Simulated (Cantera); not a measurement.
Input: 1 mol B, 0.99 mol H2O, at 45.0 Pa.

These are equilibrium values from Cantera (NASA tables, ideal gas, pure condensed phases), not measurements of a reactor. Candidate condensed phases: B, B2O3, B3O3H3, H2O; 23 gas species. The tables' values for BH2 are old estimates; treat these amounts as uncertain. Rates play no part.

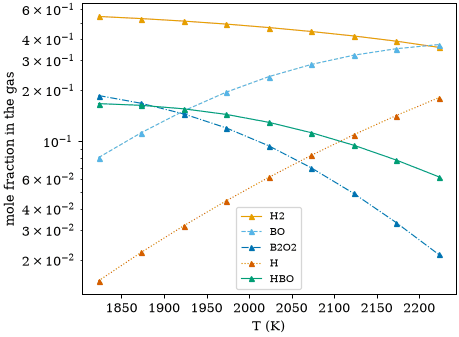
Figure. Equilibrium gas composition (values under 1e-9 drawn at 1e-9)

From 1823 K to 2023 K the condensed part is B(s). From 2073 K to 2223 K nothing is condensed. The main B-bearing gas is B2O2 at 1823 K and BO at 2223 K.
